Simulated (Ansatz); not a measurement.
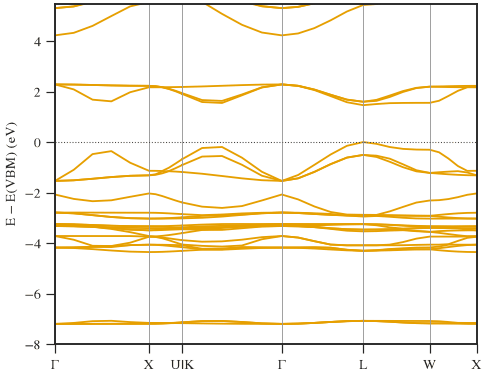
Band structure from DFT-HSE06 in the program Ansatz with PAW potentials

Question: Read off the gap and where the band edges lie.

Answer: About 1.5 eV (1.46 eV among the points solved); maximum at L, minimum at L.

The material is Cs2IBrCl6 in space group Fm-3m (No. 225; Cs on 8c, I on 4a, Br on 4b, Cl on 24e).

The workflow started from a Materials Project entry (that database holds measured and hypothetical structures alike); the Crystallography Open Database copy checked does not list it. Its standing as an ambient phase is unchecked. The cell was relaxed with HSE06 under the symmetry of its start; its stability against distortions is not shown here. The hybrid was solved on a coarse mesh, the path and, where they were found, the r²SCAN edge points; its band edges are the extreme levels among these. Spin–orbit coupling is left out wherever it is not named.

Potentials: the later of the program's two PAW sets.
